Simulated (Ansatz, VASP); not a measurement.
# SbP in two plane-wave programs, part 2 of 2

Wanted: the spread between two codes on one cell, functional and k mesh. The cell is generated by rule, not measured, and may not be a known phase. The cell is taken from a series of VASP runs on this material, whose earlier steps may have relaxed, scaled or displaced it; both programs get it as it stands. Valence electrons are named where the data sets of a main pair hold unlike numbers.

VASP 6.6.1 and Ansatz 0.2.0.

So far. Step 2 (VASP: band structure, PBEsol, spin-orbit coupling): The run ends at a pressure of 6.21 GPa.

The structure was built from a prototype and need not be the compound's stable phase.

## 3. Ansatz: band structure, PBEsol, spin-orbit coupling

Level of this step: Ansatz beside VASP: Kohn-Sham DFT, plane waves, PBEsol, spin-orbit coupling (Ansatz).

Ansatz runs on its fully relativistic PAW (standard-fr) files.

The same cell, functional, mesh and smearing now go to Ansatz, which takes its cutoff from its data sets.

File input.yaml:

```yaml
crystal:
  lattice:
    - [3.3342, 0.0, 0.0]
    - [0.0, 3.3342, 0.0]
    - [0.0, 0.0, 3.3342]
  atoms:
    - { symbol: Sb, position: [0.0, 0.0, 0.0] }
    - { symbol: P, position: [0.5, 0.5, 0.5] }
hamiltonian:
  xc: pbesol
  pseudopotentials: { kind: paw_fr }
magnetization:
  noncollinear: true
  spin_orbit: true
kpoints:
  mp_grid: { grid: [8, 8, 8] }
  band_path:
    path:
      - [0.0, 0.0, 0.0]
      - [0.0, 0.1, 0.0]
      - [0.0, 0.2, 0.0]
      - [0.0, 0.3, 0.0]
      - [0.0, 0.43333, 0.0]
      - [0.0, 0.5, 0.0]
      - [0.1, 0.5, 0.0]
      - [0.2, 0.5, 0.0]
      - [0.33333, 0.5, 0.0]
      - [0.43333, 0.5, 0.0]
      - [0.5, 0.5, 0.0]
      - [0.36667, 0.36667, 0.0]
      - [0.26667, 0.26667, 0.0]
      - [0.16667, 0.16667, 0.0]
      - [0.06667, 0.06667, 0.0]
      - [0.03333, 0.03333, 0.03333]
      - [0.13333, 0.13333, 0.13333]
      - [0.23333, 0.23333, 0.23333]
      - [0.33333, 0.33333, 0.33333]
      - [0.46667, 0.46667, 0.46667]
      - [0.46667, 0.5, 0.46667]
      - [0.36667, 0.5, 0.36667]
      - [0.23333, 0.5, 0.23333]
      - [0.13333, 0.5, 0.13333]
      - [0.03333, 0.5, 0.03333]
      - [0.5, 0.5, 0.03333]
      - [0.5, 0.5, 0.16667]
      - [0.5, 0.5, 0.26667]
      - [0.5, 0.5, 0.36667]
      - [0.5, 0.5, 0.5]
    npoints: 1
scf:
  occupations: { method: gaussian, width: 0.02 }
  n_extra_bands: 14
output:
  forces: true
  stress: true
  eigenvalues: true
```

Command:

```
$ ansatz run input.yaml --threads 2 --pin off --max-ram 4608MiB --backend cpu --events-out ev --progress --plain --runs-dir out
```

Numbers of over 12 decimals in the logs are rounded to 6 here.

Log:

```text
scf.n_extra_bands = 14 over 20 filled bands (N_el = 20.0): the run solves 34 bands
Engine: ansatz 0.2.0, aarch64-unknown-linux-gnu
Pseudopotentials: kind: paw_fr
Pseudopotential: Sb, paw_fr, valence charge 15, recommended cutoff 420 eV (normal), Sb.paw.azcp#standard-fr
Pseudopotential: P, paw_fr, valence charge 5, recommended cutoff 420 eV (normal), P.paw.azcp#standard-fr
Functional definition: PBEsol
  exchange = pbesol_x
  correlation = pbesol_c
non-collinear run that drives no moment, with spin-orbit: no starting moment large enough to seed its density (crystal.atoms[].spin), no starting occupations that ask for one, no magnetisation constraint and no magnetic field, so the semilocal B_xc is pinned to zero
Crystal: 2 atoms, lattice volume = 37.066 Å³
Basis set: ecut = 420 eV, 739 PW (Γ), exchange–correlation on 48×48×48 points (8 copies of the dense FFT grid, shifted against one another)
Bands: 34, of which v1, the nominal top of the filled ones, is band 20 counted from 1 (19 counted from 0)
Symmetry: 48 space group operations + 48 with time reversal
Magnetic group: BNS 221.93 (UNI 1595), of the structure as read, at distance tolerance 3.3e-5 Å
k-points: 35 of 512
Projection manifold: j_resolved (fully-relativistic pseudo-atomic orbitals)
Non-local potential: Sb, projectors of the file, l = 0: 2, l = 1: 4, l = 2: 4, l = 3: 4
Non-local potential: P, projectors of the file, l = 0: 2, l = 1: 4, l = 2: 4
PAW form: soft (Blöchl's): semilocal exchange-correlation on the pseudo side does not see the compensation charge
PAW frozen core: Sb, regenerated for the run's functional, and the local potential with it (the file was generated under x = pbe(κ = 0.804, μ = 0.219515), c = pbe(β = 0.066725))
PAW frozen core: P, regenerated for the run's functional, and the local potential with it (the file was generated under x = pbe(κ = 0.804, μ = 0.219515), c = pbe(β = 0.066725))
PAW one-centre angular grid: Sb, 590 points (default); XC on 64 Gauss nodes
PAW one-centre angular grid: P, 110 points (default); XC on 64 Gauss nodes
Initial density: superposition of atomic densities (chi_scale 0.1, normalization cell, long waves kept (reshape's long-wave potential 0.00 eV rms))
Initial wavefunctions: pseudopotential atomic-orbital guess
Functional: x = pbesol(κ = 0.804, μ = 0.123457), c = pbesol(β = 0.046)
SCF iter   1: F=—  HF=-7149.710212 eV  |F-HF|=—  |Δ(HF+E_count)|=         —  Δρ=2.03e-2  dr2=2.70e-1  dr2_m=0.00e0 (ungated)  ethr=3.10e-3  |M|=0.00e0 ∫|m|=0.00e0 μB  |m|>n=0.0e0 m-floor=0.0e0 τ_xc=0.0e0  β_m=0.30  ⟨swp⟩=8.9  Hψ=3685  notcnv=0  defer=52
preconditioner: auto → none  [metal: Δε(μ)=0.020 eV  Ē_g=12.816 eV  σ=0.020 eV  W_gap=0.46  n_scr=6 (ndim 8)  ℏωp=19.3 eV  f_vac=0.000  D(μ)=4.62/eV (n_scr^D=80)  sad-step TF]
SCF iter   2: F=—  HF=-7149.669439 eV  |F-HF|=—  |Δ(HF+E_count)|=   4.08e-2  Δρ=1.51e-2  dr2=1.42e-1  dr2_m=0.00e0 (ungated)  ethr=1.35e-3  |M|=0.00e0 ∫|m|=0.00e0 μB  |m|>n=0.0e0 m-floor=0.0e0 τ_xc=0.0e0  β_m=0.65  ⟨swp⟩=1.4  Hψ=750  notcnv=0  defer=164
SCF iter   3: F=—  HF=-7149.628706 eV  |F-HF|=—  |Δ(HF+E_count)|=   4.07e-2  Δρ=2.00e-3  dr2=8.74e-4  dr2_m=0.00e0 (ungated)  ethr=7.12e-4  |M|=0.00e0 ∫|m|=0.00e0 μB  |m|>n=0.0e0 m-floor=0.0e0 τ_xc=0.0e0  β_m=0.68  ⟨swp⟩=3.0  Hψ=828  notcnv=0  defer=230
SCF iter   4: F=—  HF=-7149.627873 eV  |F-HF|=—  |Δ(HF+E_count)|=   8.34e-4  Δρ=5.51e-4  dr2=1.06e-4  dr2_m=0.00e0 (ungated)  ethr=4.37e-6  |M|=0.00e0 ∫|m|=0.00e0 μB  |m|>n=0.0e0 m-floor=0.0e0 τ_xc=0.0e0  β_m=0.67  ⟨swp⟩=2.0  Hψ=991  notcnv=0  defer=252
SCF iter   5: F=—  HF=-7149.627846 eV  |F-HF|=—  |Δ(HF+E_count)|=   2.70e-5  Δρ=1.31e-4  dr2=2.75e-6  dr2_m=0.00e0 (ungated)  ethr=5.30e-7  |M|=0.00e0 ∫|m|=0.00e0 μB  |m|>n=0.0e0 m-floor=0.0e0 τ_xc=0.0e0  β_m=0.80  ⟨swp⟩=2.5  Hψ=825  notcnv=0  defer=252
SCF iter   6: F=—  HF=-7149.627847 eV  |F-HF|=—  |Δ(HF+E_count)|=   1.87e-6  Δρ=9.03e-6  dr2=2.40e-8  dr2_m=0.00e0 (ungated)  ethr=5.00e-10  |M|=0.00e0 ∫|m|=0.00e0 μB  |m|>n=0.0e0 m-floor=0.0e0 τ_xc=0.0e0  β_m=0.90  ⟨swp⟩=10.6  Hψ=3467  notcnv=0
SCF iter   7: F=-7149.627847 eV  HF=-7149.627847 eV  |F-HF|=1.01e-9  |Δ(HF+E_count)|=   1.93e-9  Δρ=1.59e-6  dr2=1.24e-9  dr2_m=0.00e0 (ungated)  ethr=1.20e-10  |M|=0.00e0 ∫|m|=0.00e0 μB  |m|>n=0.0e0 m-floor=0.0e0 τ_xc=0.0e0  ⟨swp⟩=2.0  Hψ=1552  notcnv=0
SCF 1 converged in 7 iterations: F = -7149.627847 eV  dr2 = 1.24e-9
  greatest PAW one-centre occupation: 0.996 electrons in one spin orbital (limit 2), on the Sb atom at site 0 (counted from 0), in its partial waves of l = 2
NSCF: frozen V_eff on 30 k-points
SCF converged after 7 iterations
Magnetization: |M| = 0.0000 μB,  M = (+0.0000, +0.0000, +0.0000) μB
Absolute magnetization: 0.0000 μB (∫|m|)
  site 0: m = (+0.0000, +0.0000, +0.0000) μB, |m| = 0.0000 μB  (R = 1.19 Å)
  site 1: m = (+0.0000, +0.0000, +0.0000) μB, |m| = 0.0000 μB  (R = 1.19 Å)
Free energy (F): -7149.627847 eV
Harris-Foulkes:  -7149.627847 eV  (|F-HF|=1.01e-9)
Internal energy: -7149.626801 eV  (E = F + TS)
E sigma→0 (E₀):  -7149.627324 eV
Entropy (-TS):   -0.001046 eV (-0.523 meV/atom)
Fermi energy:    12.976862 eV
--- Per-component energies (eV) ---
  E_band       = -91.310433
  E_kinetic    = 279.785169
  E_local      = -1452.383685  (includes V_loc(G=0)·N_el)
  E_nonlocal   = 398.751725
  E_hartree    = 671.650815
  E_xc         = -200.272832
  E_vxc        = -159.571814  (∫ρ·V_xc dr)
  E_paw        = -5056.081461  (= ΣΔE_a)
  E_vpaw       = -501.192282  (= ΣTr[D̂ρ^β])
  E_aug_tail   = 0.000002  (compensation charges beyond the density's cutoff)
  E_ewald      = -1791.457997
  E_core_change = 0.381465  (= ΣΔE_core)
  E_smearing   = -0.001046  (= −TS)
  E_closure    = 0.000000  (closes the sum)
  Σ components = -7149.627847   (vs F -7149.627847, Δ=0.00e0)
--- Forces (eV/Å), atoms counted from 1 ---
  atom   1  Sb    -0.00000000    -0.00000000    -0.00000000
  atom   2  P      0.00000000     0.00000000     0.00000000
  max |Σ_I F_I| component: 4.93e-30 eV/Å
--- Stress (GPa, compression-positive) ---
        6.222182      -0.000000       0.000000
        0.000000       6.222182       0.000000
        0.000000       0.000000       6.222182
  P = ⅓ Tr σ = 6.2222 GPa (62.222 kbar)
--- Band table (eV; the first three rows and the last of 35) ---
  k-point 0: bands = [... 16 lower, 10.7354, 10.7354, 10.7354, 10.7354, 15.8609, 15.8609, 15.8609, 15.8609, ... 10 higher]
  k-point 1: bands = [... 16 lower, 10.9402, 10.9402, 10.9791, 10.9791, 16.0363, 16.0363, 17.0857, 17.0857, ... 10 higher]
  k-point 2: bands = [... 16 lower, 11.5402, 11.5402, 11.5787, 11.5787, 16.5554, 16.5554, 17.0319, 17.0319, ... 10 higher]
  k-point 34: bands = [... 16 lower, 9.3874, 9.3874, 9.4066, 9.4066, 9.4066, 9.4066, 9.7394, 9.7394, ... 10 higher]
```

Wall time 13 s (2 threads of Arm Neoverse N1, shared host); peak memory 0.44 GiB; 25 s of CPU time.

The column dr2 measures how far the density is from self-consistency, as an energy; F and HF (Harris–Foulkes) agree once it is small.

## 4. Differences

Known differences besides the potentials themselves: spin-orbit coupling enters by fully relativistic files in Ansatz and inside the spheres in VASP; the data sets hold 20 valence electrons in Ansatz (on its fully relativistic PAW (standard-fr) files) and 10 in VASP; the cutoff is 420 eV in Ansatz and 400 eV in VASP; Ansatz makes its cores anew for this functional, VASP keeps those of its PBE data sets. Total energies have different zeros and are not compared.

Compared:

```csv
quantity,Ansatz,VASP,difference
pressure (GPa),6.22,6.21,+0.01
pressure without Ansatz's Pulay correction (GPa),6.17,6.21,-0.04
```

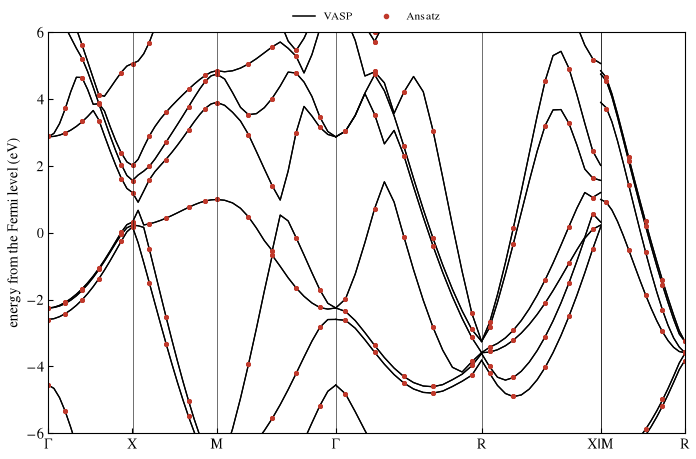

Bands from VASP (lines) and levels from Ansatz (dots). Dots without a line are higher empty bands that the VASP plot leaves out.

Levels from 3 eV below to 2 eV above the Fermi level differ by 7 meV r.m.s. and 15 meV at most; each VASP level is matched to the nearest of Ansatz, which flatters the figure a little. Ansatz's pressure holds a Pulay correction of 0.05 GPa; VASP's holds none.

## 5. What came out

```json
{"r.m.s. difference of levels near the Fermi level (band structure, PBEsol, spin-orbit coupling)": "6.9 meV"}
```

**Reading.** The r.m.s. difference of levels near the Fermi level is 6.9 meV (band structure, PBEsol, spin-orbit coupling), within the 80 meV picked in this series as the mark of a large difference. The data sets hold unlike numbers of valence electrons (20 in Ansatz and 10 in VASP), so part of the differences comes from the potentials. 1 further run of this series is not shown here. How closely two codes agree says nothing of how well the functional describes the real material.

[Lines on the potential files, build, host, timing and source positions are cut from VASP's logs without a mark.]

[Logs are printed without paths, hosts, clocks, repeated set-up lines and the standing remarks that a program may print on its own settings, such as how far it seeks lower states.]

[Hosts, paths, dates, database ids (printed as entryN), source tags and the programs' standing remarks are cut or masked in the printed files.]
